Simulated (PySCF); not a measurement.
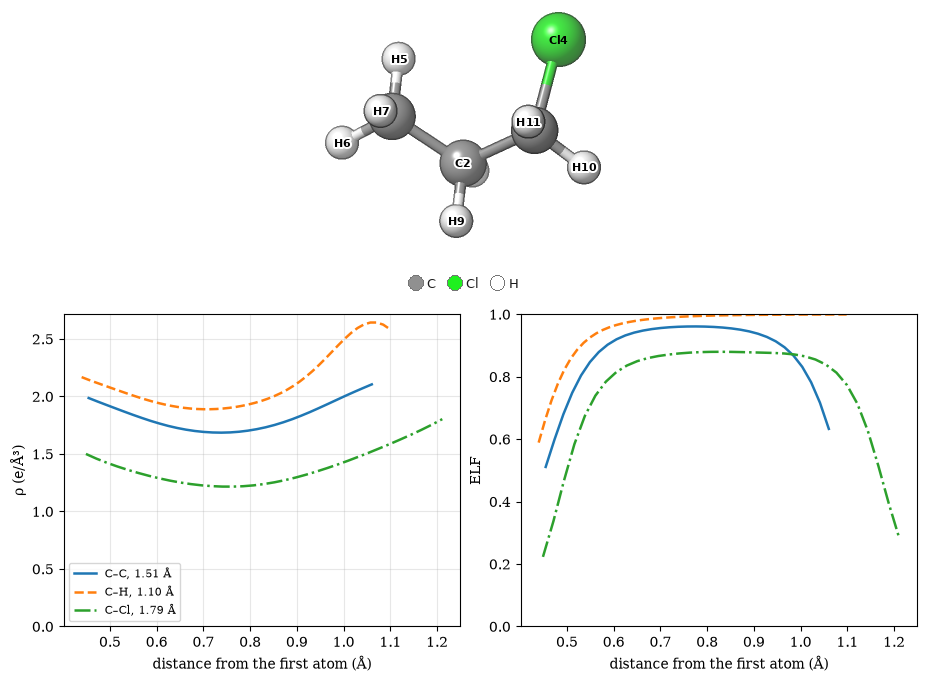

Figure. C3H7Cl. Electron density and ELF along straight lines between neighbouring atoms. The curves leave out the atomic cores. The structure is drawn too.

Geometry: PBE0-D3(BJ)/def2-SVP.

The calculation used PBE0/pcSseg-1, SCF density, gas phase, non-relativistic (PySCF).

```yaml
atoms:
  - { symbol: C, position_ang: [1.2470, 0.3225, 0.1934] }
  - { symbol: C, position_ang: [0.1029, -0.4520, -0.4382] }
  - { symbol: C, position_ang: [-1.2733, 0.0377, -0.0378] }
  - { symbol: Cl, position_ang: [-1.5747, -0.1547, 1.7203] }
  - { symbol: H, position_ang: [1.1979, 0.2624, 1.2907] }
  - { symbol: H, position_ang: [2.2209, -0.0757, -0.1270] }
  - { symbol: H, position_ang: [1.2105, 1.3876, -0.0860] }
  - { symbol: H, position_ang: [0.1826, -1.5230, -0.1889] }
  - { symbol: H, position_ang: [0.1596, -0.3852, -1.5391] }
  - { symbol: H, position_ang: [-2.0652, -0.5237, -0.5518] }
  - { symbol: H, position_ang: [-1.4028, 1.1068, -0.2615] }
```

**What can be read from the curves?**

C–C (1.51 Å): ρ at the midpoint is about 1.7 e/Å³; the ELF peaks at about 0.95 between the atoms: a covalent bond.
C–H (1.10 Å): the density is about 2 e/Å³ at the midpoint; the ELF climbs to about 1 towards the hydrogen, as it does in any bond to H; a covalent bond by its length.
C–Cl (1.79 Å): ρ is about 1.3 e/Å³ halfway; the ELF peaks at about 0.90 between the atoms (a shared electron pair).
